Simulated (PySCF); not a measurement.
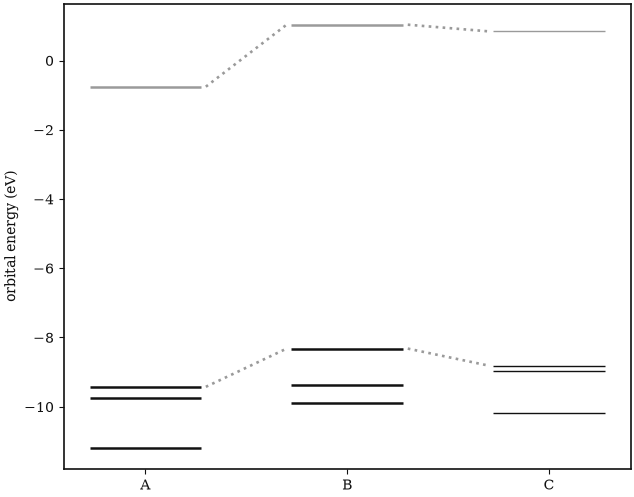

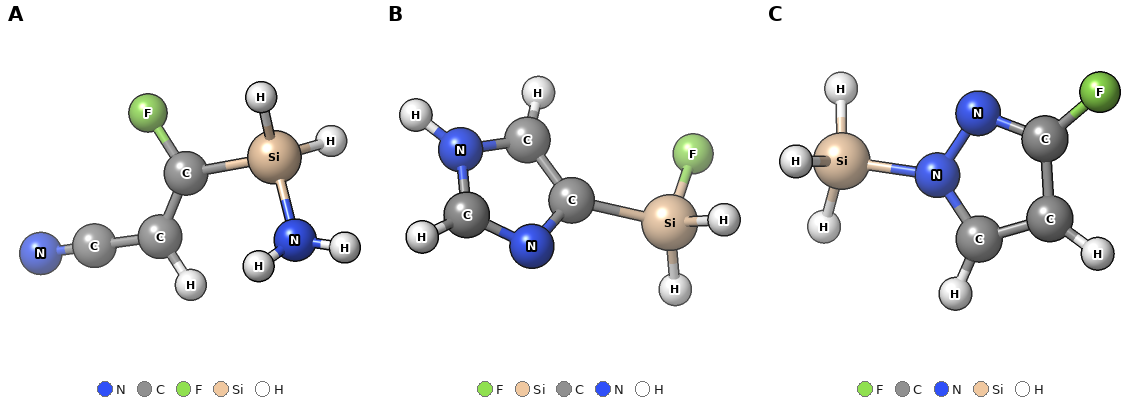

Related molecules: A is C₃H₅FN₂Si, SMILES N#C/C=C(\F)[SiH2]N; B is C₃H₅FN₂Si, SMILES F[SiH2]c1c[nH]cn1; C is C₃H₅FN₂Si, SMILES Fc1ccn([SiH3])n1. Frontier orbital energies, CAM-B3LYP/def2-SVPD with PySCF, at a GFN2-xTB geometry (no frequency check); drawn are at most three filled levels and, in grey, the LUMO with any level within 0.03 eV of it; dotted lines join the HOMOs and the LUMOs.

Question: What does the change do to the frontier levels?

Answer: From A to B the HOMO rises by 1.10 eV and the LUMO rises by 1.79 eV, so the separation goes from 8.67 to 9.36 eV. From A to C the HOMO rises by 0.61 eV and the LUMO rises by 1.60 eV, so the separation goes from 8.67 to 9.65 eV.

Caveats, for all or some of the runs: empty levels above zero depend strongly on the basis; one conformer of a flexible molecule; the tight-binding geometry is rougher than a DFT one and adds to the error.
